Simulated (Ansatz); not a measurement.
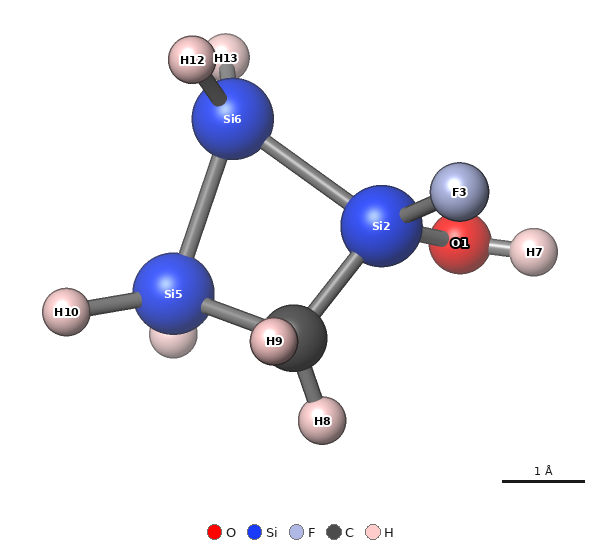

Figure 1. The structure as given in the input (ball-and-stick view, seen at a tilt; atoms are numbered from 1 in the order of the input). Bond lengths as drawn: C–H 1.11 to 1.17 Å, C–Si 1.82 to 1.86 Å, F–Si 1.59 Å, H–O 0.93 Å, H–Si 1.45 to 1.51 Å, O–Si 1.67 Å and Si–Si 2.28 Å.

# Geometry relaxation of CH$_{7}$FOSi$_{3}$ (part 1 of 2)

CH$_{7}$FOSi$_{3}$, computed with RKS B3LYP-D4/STO-3G (Ansatz 0.2.0).

It belongs to a series of runs on one base structure; here: start relaxed. Figures and captions count atoms from 1; the log counts them from 0 in places.

### Input file
```yaml
crystal:
  periodic: [false, false, false]
  atoms:
    - { symbol: O, position_ang: [1.1767, -1.4908, -1.4619] }
    - { symbol: Si, position_ang: [0.347, -1.0965, -0.0614] }
    - { symbol: F, position_ang: [0.2203, -2.434, 0.782] }
    - { symbol: C, position_ang: [-1.2674, -0.2683, -0.2345] }
    - { symbol: Si, position_ang: [-0.6106, 1.4723, -0.1776] }
    - { symbol: Si, position_ang: [1.1503, 0.7183, 1.0664] }
    - { symbol: H, position_ang: [1.2017, -2.3887, -1.6892] }
    - { symbol: H, position_ang: [-1.8272, -0.4856, -1.1701] }
    - { symbol: H, position_ang: [-2.0063, -0.4717, 0.6513] }
    - { symbol: H, position_ang: [-1.4884, 2.4372, 0.5864] }
    - { symbol: H, position_ang: [-0.2289, 1.9844, -1.4803] }
    - { symbol: H, position_ang: [0.9174, 0.7242, 2.5562] }
    - { symbol: H, position_ang: [2.4358, 1.2644, 0.6476] }
basis:
  gaussian: { orbitals: STO-3G }
hamiltonian:
  xc: b3lyp
  dispersion: d4
relax:
  f_tol: 0.02
  max_steps: 40
scf:
  lower_state_search: "off"
output:
  orbitals: {}
```

Run on 1 thread of Intel Xeon @ 2.50GHz (Skylake/Cascade Lake), 189 GiB of memory available, shared host.

Command:
```bash
ansatz run input.yaml --threads 1 --pin off --max-ram 2048MiB --backend cpu --events-out ev --progress --plain --runs-dir out
```

### The program's output
```
The last accepted step is kept in [file] (removed where the run ends without a failure and the disk answers)
Engine: ansatz 0.2.0, x86_64-unknown-linux-gnu
Functional definition: B3LYP
  parameter a0 = 0.2
  parameter ax = 0.72
  parameter ac = 0.81
  exchange = (1 - a0 - ax)*slater_x + ax*b88_x + a0*exact_x
  correlation = (1 - ac)*vwn_rpa_c + ac*lyp_c
these checks for a lower state are left out or cut short: stability, starts, cluster_reference, orbital_swaps, neighbouring_geometries, increment
673 factors; integrals over basis functions are off by at most 1.1e-5 eV
mean field evaluation 1: about -29190.2548 eV, gradient 3.1e1 eV
mean field evaluation 2: about -29190.6081 eV, gradient 3.0e1 eV
mean field evaluation 4: about -29193.5609 eV, gradient 1.0e0 eV
mean field evaluation 8: about -29193.5231 eV, gradient 2.1e-2 eV
mean field -29193.52314651 eV, -1072.8421875536 hartree, gradient 9.3e-6 eV, S^2 0.000000; 0 other end points of the search recorded, 0 dependent functions left out
the calculation of the forces begins
reference -29193.52336515 eV, -1072.8421955885 hartree; 36, 36 occupied and 13, 13 virtual orbitals, 673 factors
relax step   1: F+E_penalty+E_count = -29194.14386206 eV  Δ(F+E_penalty+E_count) = +0.000e0 eV  max|allowed force component| = 6.262e0 eV/Å  Δτ_max = 0.0000 Å  (12 SCF iters, accepted)
these checks for a lower state are left out or cut short: stability, starts, cluster_reference, orbital_swaps, neighbouring_geometries, increment
673 factors; integrals over basis functions are off by at most 1.6e-5 eV
mean field evaluation 16: about -29194.4038 eV, gradient 3.0e-1 eV
mean field -29194.36714678 eV, -1072.8732039914 hartree, gradient 2.3e-6 eV, S^2 0.000000; 0 other end points of the search recorded, 0 dependent functions left out
[... from here on the field's lines of each further geometry are left out, up to the last ...]
relax step   2: F+E_penalty+E_count = -29194.98127727 eV  Δ(F+E_penalty+E_count) = -8.374e-1 eV  max|allowed force component| = 1.126e0 eV/Å  Δτ_max = 0.1966 Å  (17 SCF iters, accepted)
relax step   3: F+E_penalty+E_count = -29195.10770168 eV  Δ(F+E_penalty+E_count) = -1.264e-1 eV  max|allowed force component| = 7.162e-1 eV/Å  Δτ_max = 0.0918 Å  (17 SCF iters, accepted)
relax step   4: F+E_penalty+E_count = -29195.14782285 eV  Δ(F+E_penalty+E_count) = -4.012e-2 eV  max|allowed force component| = 4.906e-1 eV/Å  Δτ_max = 0.0774 Å  (17 SCF iters, accepted)
relax step   5: F+E_penalty+E_count = -29195.16174460 eV  Δ(F+E_penalty+E_count) = -1.392e-2 eV  max|allowed force component| = 2.859e-1 eV/Å  Δτ_max = 0.0371 Å  (16 SCF iters, accepted)
relax step   6: F+E_penalty+E_count = -29195.17963751 eV  Δ(F+E_penalty+E_count) = -1.789e-2 eV  max|allowed force component| = 3.547e-1 eV/Å  Δτ_max = 0.0880 Å  (17 SCF iters, accepted)
relax step   7: F+E_penalty+E_count = -29195.18733436 eV  Δ(F+E_penalty+E_count) = -7.697e-3 eV  max|allowed force component| = 4.364e-1 eV/Å  Δτ_max = 0.1148 Å  (17 SCF iters, accepted)
relax step   8: F+E_penalty+E_count = -29195.20155611 eV  Δ(F+E_penalty+E_count) = -1.422e-2 eV  max|allowed force component| = 1.121e-1 eV/Å  Δτ_max = 0.0817 Å  (17 SCF iters, accepted)
relax step   9: F+E_penalty+E_count = -29195.19547326 eV  Δ(F+E_penalty+E_count) = +6.083e-3 eV  max|allowed force component| = 5.673e-1 eV/Å  Δτ_max = 0.0942 Å  (17 SCF iters, rejected (line search))
relax step  10: F+E_penalty+E_count = -29195.20523603 eV  Δ(F+E_penalty+E_count) = -3.680e-3 eV  max|allowed force component| = 5.214e-2 eV/Å  Δτ_max = 0.0471 Å  (17 SCF iters, accepted)
relax step  11: F+E_penalty+E_count = -29195.20663639 eV  Δ(F+E_penalty+E_count) = -1.400e-3 eV  max|allowed force component| = 1.368e-1 eV/Å  Δτ_max = 0.0976 Å  (17 SCF iters, accepted)
relax step  12: F+E_penalty+E_count = -29195.20721775 eV  Δ(F+E_penalty+E_count) = -5.814e-4 eV  max|allowed force component| = 1.154e-1 eV/Å  Δτ_max = 0.0392 Å  (17 SCF iters, accepted)
the calculation of the forces begins
reference -29194.60263755 eV, -1072.8818581176 hartree; 36, 36 occupied and 13, 13 virtual orbitals, 674 factors
relax step  13: F+E_penalty+E_count = -29195.20950676 eV  Δ(F+E_penalty+E_count) = -2.289e-3 eV  max|allowed force component| = 4.818e-2 eV/Å  Δτ_max = 0.0293 Å  (17 SCF iters, accepted)
these checks for a lower state are left out or cut short: stability, starts, cluster_reference, orbital_swaps, neighbouring_geometries, increment
674 factors; integrals over basis functions are off by at most 1.5e-5 eV
mean field -29194.60313327 eV, -1072.8818763348 hartree, gradient 2.5e-6 eV, S^2 0.000000; 0 other end points of the search recorded, 0 dependent functions left out
the calculation of the forces begins
reference -29194.60334524 eV, -1072.8818841247 hartree; 36, 36 occupied and 13, 13 virtual orbitals, 674 factors
relax step  14: F+E_penalty+E_count = -29195.20990606 eV  Δ(F+E_penalty+E_count) = -3.993e-4 eV  max|allowed force component| = 1.224e-2 eV/Å  Δτ_max = 0.0192 Å  (17 SCF iters, accepted)
```

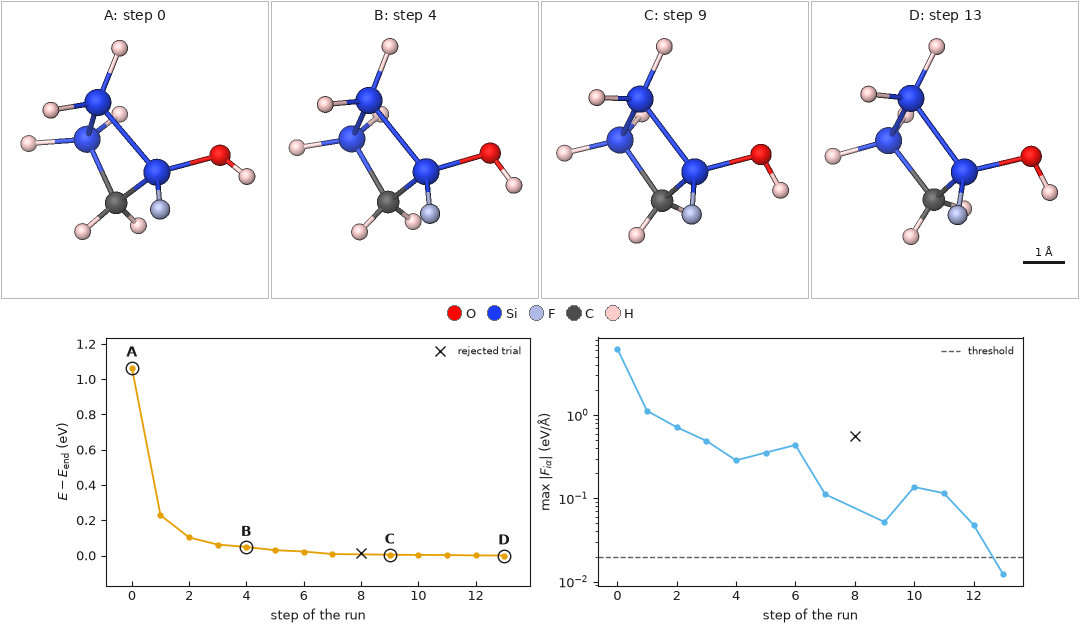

Figure 2. Frames of the relaxation (ball-and-stick view, seen at a tilt) above the curves, on which the letters mark them (the first geometry is step 0 here and step 1 in the log).

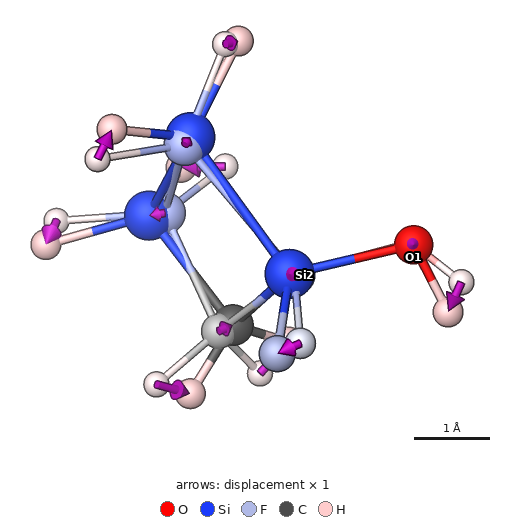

Figure 3. Start (faint) and end (solid) with the displacements as pink arrows, at true length (ball-and-stick view, seen at a tilt). The two geometries are laid on each other by the best rigid fit. The energy falls by 1.066 eV in 13 geometry steps. The largest force component goes from 6.3 to 0.012 eV/Å. The line search rejected the trial step at point 8 (counted from 0) and went back. The largest move after the best rigid fit is that of H11, 0.61 Å. Largest moves by element: H 0.61 Å, O 0.45 Å, F 0.36 Å, C 0.25 Å, Si 0.22 Å. Distances before and after: O1–H7 0.927 → 1.024 Å, Si2–C4 1.823 → 1.914 Å, C4–H9 1.171 → 1.098 Å, Si5–H10 1.512 → 1.448 Å. Among the angles that change: Si2–O1–H7 116.5° → 104.3°, H12–Si6–H13 114.7° → 108.0°, Si2–Si6–Si5 73.9° → 79.7°. (Atoms are counted from 1 in the order of the input.)

```
Total energy: -29195.21011804 eV, -1072.9041826137 hartree
Atom 0 at     1.365968    -1.773811    -1.171499 Å, force     0.000012     0.002781     0.002041 eV/Å
Atom 1 at     0.401579    -1.155861     0.105866 Å, force    -0.004127    -0.012132    -0.001383 eV/Å
Atom 2 at     0.034370    -2.419056     1.093867 Å, force     0.001437     0.007548     0.000063 eV/Å
Atom 3 at    -1.182135    -0.246498    -0.467799 Å, force    -0.003766    -0.002904     0.008111 eV/Å
Atom 4 at    -0.700176     1.534305     0.016464 Å, force    -0.000129    -0.002230    -0.012238 eV/Å
Atom 5 at     1.223783     0.787881     0.952850 Å, force    -0.004036     0.004734    -0.000632 eV/Å
Atom 6 at     0.785327    -2.502505    -1.597344 Å, force     0.002983    -0.006715    -0.002809 eV/Å
Atom 7 at    -1.388294    -0.363498    -1.539109 Å, force     0.000760     0.004798     0.003461 eV/Å
Atom 8 at    -2.074886    -0.593910     0.068351 Å, force     0.004093    -0.003327    -0.002108 eV/Å
Atom 9 at    -1.667647     2.155159     0.896336 Å, force     0.000160    -0.002016     0.002478 eV/Å
Atom 10 at    -0.547147     2.382039    -1.146428 Å, force     0.005394     0.010801     0.005449 eV/Å
Atom 11 at     1.300161     0.877935     2.395175 Å, force    -0.000356     0.000568    -0.000702 eV/Å
Atom 12 at     2.469497     1.283019     0.408171 Å, force    -0.002425    -0.001906    -0.001731 eV/Å
Dipole moment:    -0.125411     0.025527     0.006433 e Å
Checks for a lower state left out: stability, starts, cluster_reference, orbital_swaps, neighbouring_geometries, increment
```

### Trajectory as extended XYZ (Å, eV, eV/Å), 14 frames, from step=1 to step=14
```
13
Properties=species:S:1:pos:R:3:forces:R:3 step=1 energy=-29194.14386
O     1.1767   -1.4908   -1.4619    0.3534   6.2619   0.4160
Si    0.3470   -1.0965   -0.0614    1.6888  -0.2961   0.7675
F     0.2203   -2.4340    0.7820   -0.2143  -2.1937   1.1109
C    -1.2674   -0.2683   -0.2345   -3.5326  -0.0514  -0.2805
Si   -0.6106    1.4723   -0.1776   -0.3444   2.1850   2.1781
Si    1.1503    0.7183    1.0664   -0.2013   0.3266  -0.2493
H     1.2017   -2.3887   -1.6892   -0.3108  -5.6065  -0.8143
H    -1.8272   -0.4856   -1.1701    0.1456  -0.0557   0.5506
H    -2.0063   -0.4717    0.6513    1.7471   0.3227  -1.7551
H    -1.4884    2.4372    0.5864    0.5771  -0.7634  -1.1180
H    -0.2289    1.9844   -1.4803   -0.1804  -0.0406   0.0722
H     0.9174    0.7242    2.5562    0.3743   0.0385  -1.3772
H     2.4358    1.2644    0.6476   -0.1026  -0.1272   0.4990
13
Properties=species:S:1:pos:R:3:forces:R:3 step=2 energy=-29194.98128
O     1.2136   -1.4583   -1.3714    0.7816   0.6298  -0.7335
Si    0.3563   -1.1736    0.0482    0.3848   0.5734  -0.2261
F     0.1269   -2.6067    0.7726   -0.0445  -0.5998   0.4942
C    -1.2497   -0.2475   -0.2665   -1.1255   0.0141   0.3629
Si   -0.6533    1.5432   -0.0543    0.1015   0.1603  -0.6844
Si    1.2028    0.7446    0.9659   -0.1505  -0.0009   0.6445
H     1.1577   -2.4167   -1.6760   -0.4092  -0.5662   0.2155
H    -1.7899   -0.4758   -1.1965    0.1808   0.0741   0.0339
H    -1.9495   -0.4874    0.5563    0.0925   0.0232  -0.2041
H    -1.6284    2.4812    0.5009    0.3188  -0.3210   0.1143
H    -0.3128    2.0401   -1.3734   -0.0509   0.0858   0.0761
H     1.0118    0.7514    2.4033    0.1433   0.0192   0.0012
H     2.5348    1.2706    0.7059   -0.2224  -0.0919  -0.0945
13
Properties=species:S:1:pos:R:3:forces:R:3 step=3 energy=-29195.10770
O     1.2132   -1.4720   -1.4054    0.6046   0.0545  -0.7162
Si    0.3735   -1.1486    0.0272   -0.0698   0.0123   0.2960
F     0.1911   -2.5671    0.8250   -0.0175  -0.1883   0.1284
C    -1.2747   -0.2507   -0.2868   -0.1009   0.0769   0.0628
Si   -0.6405    1.5348   -0.0834   -0.1565   0.0849  -0.1483
Si    1.1851    0.7520    1.0064   -0.0460  -0.0431   0.0166
H     1.0975   -2.4519   -1.6676   -0.2799   0.0468   0.3281
H    -1.7855   -0.4748   -1.2311    0.1042   0.0365  -0.0309
H    -1.9790   -0.5000    0.5176   -0.0405   0.0291   0.0373
H    -1.5849    2.4441    0.5416    0.1037  -0.0985   0.0439
H    -0.3249    2.0726   -1.3914    0.0261   0.0263   0.0698
H     1.0420    0.7562    2.4464   -0.0353   0.0052   0.0111
H     2.5076    1.2706    0.7164   -0.0922  -0.0426  -0.0986
13
Properties=species:S:1:pos:R:3:forces:R:3 step=4 energy=-29195.14782
O     1.2507   -1.4954   -1.4057    0.2141  -0.4906  -0.4293
Si    0.3950   -1.1531    0.0302   -0.2701   0.0404   0.4098
F     0.2114   -2.5704    0.8518    0.0088   0.1070  -0.1040
C    -1.2635   -0.2491   -0.2961    0.1389  -0.0198  -0.1882
Si   -0.6481    1.5426   -0.0863    0.0207  -0.1222   0.0620
Si    1.1682    0.7548    1.0123    0.0630   0.0132  -0.1599
H     1.0243   -2.4728   -1.6533   -0.0370   0.4879   0.2438
H    -1.7363   -0.4676   -1.2605   -0.0198  -0.0059  -0.0139
H    -1.9873   -0.5017    0.4863   -0.0977  -0.0250   0.0733
H    -1.5771    2.4240    0.5872   -0.0253  -0.0060   0.0127
H    -0.3317    2.1152   -1.3778   -0.0086   0.0201   0.0395
H     1.0367    0.7696    2.4515    0.0045   0.0080   0.0493
H     2.4781    1.2689    0.6753    0.0086  -0.0070   0.0048
```
